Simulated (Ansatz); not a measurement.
# BH6NO2Si (SMILES N[SiH2]B(O)O): what the fields show

```xyz
11

N     0.8456    0.2259    1.5165
Si   -0.6393   -0.0337    0.6390
B    -0.0353   -0.0646   -1.3065
O     1.1967    0.4606   -1.5361
O    -0.7042   -0.5390   -2.3918
H     1.4979   -0.5431    1.5739
H     0.7913    0.6824    2.4147
H    -1.5011    1.1429    0.9465
H    -1.4179   -1.2441    1.0550
H     1.5890    0.7738   -0.7120
H    -1.5574   -0.9182   -2.1786
```

Geometry: PBE0-D4/def2-TZVP.

The calculation used Ansatz, RKS PBE0-D4/def2-TZVPP.

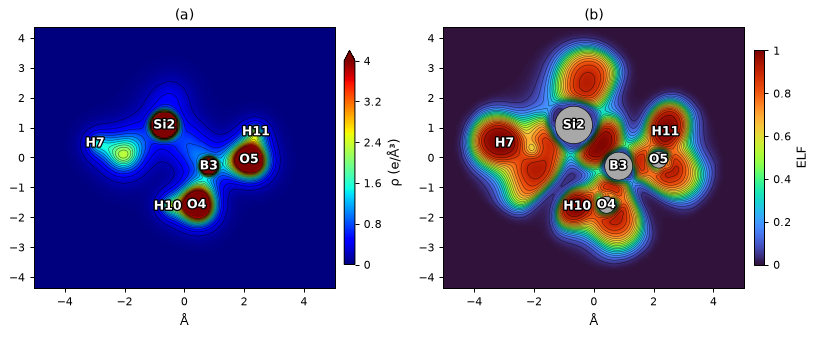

Figure 1. (a) total electron density; (b) electron localisation function on the plane of atoms Si2, B3 and O4. Grey discs cover the atomic cores in the ELF map.

Question: Read the bonding off the picture.

Answer: The plane passes through Si, B, O and H nuclei.
B–O (1.36 Å): the density is about 2.1 e/Å³ at the midpoint; the ELF peaks at about 0.90 between the atoms, as expected for a polar covalent bond.
Si–B (2.04 Å): the density is about 0.8 e/Å³ at the midpoint; the ELF peaks at about 1 between the atoms, as expected for a covalent bond.
O–H (0.96 Å): ρ at the midpoint is about 3.9 e/Å³; the ELF climbs to about 1 towards the hydrogen, as it does in any bond to H: an ordinary covalent bond to hydrogen.
The ELF also peaks beside O4, O5 and N1, away from the bonds: lone-pair regions.

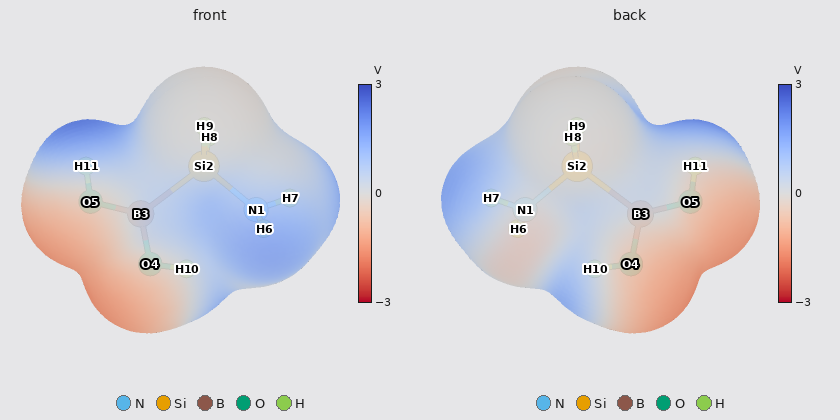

Figure 2. The electrostatic potential painted on the density surface at 0.001 e/bohr³, seen from the front and from behind; red is negative and blue positive.

Question: Which sites attract a positive test charge, and which a negative one?

Answer: A positive charge is drawn to the negative regions and a negative charge to the positive ones. The most negative region (about −1.5 V, or −35 kcal/mol for a unit charge) lies over O4, the most positive (about +2.1 V, or +48 kcal/mol for a unit charge) over H11. O4 is the likeliest acceptor of a hydrogen bond.

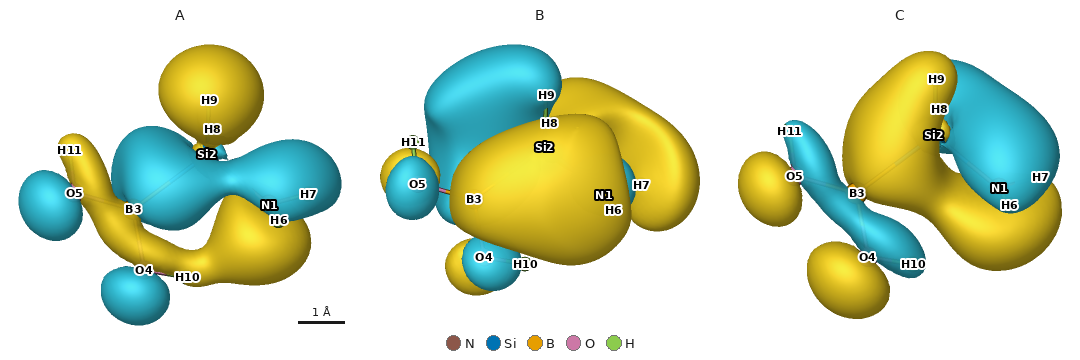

Figure 3. Three frontier orbitals at ±0.06 Å⁻³ᐟ² (yellow and cyan are the two phases), in no order.

Question: Order the three orbitals by energy and name them.

Answer: C is the HOMO−1 (−8.25 eV). Its weight (Hirshfeld) is mainly on N1 (about 35 %), Si2 (about 20 %), O4 (about 10 %), B3 (about 10 %) and O5 (about 5 %). A is the HOMO (−7.44 eV). Its weight (Hirshfeld) is mainly on N1 (about 30 %), Si2 (about 25 %), B3 (about 15 %), H9 (about 10 %), O5 (about 10 %) and O4 (about 5 %). B is the LUMO (−0.37 eV). It lies mainly on Si2 (about 35 %), B3 (about 25 %), N1 (about 5 %) and O4 (about 5 %).

Question: What is the HOMO–LUMO gap?

Answer: 7.07 eV between the orbital energies.
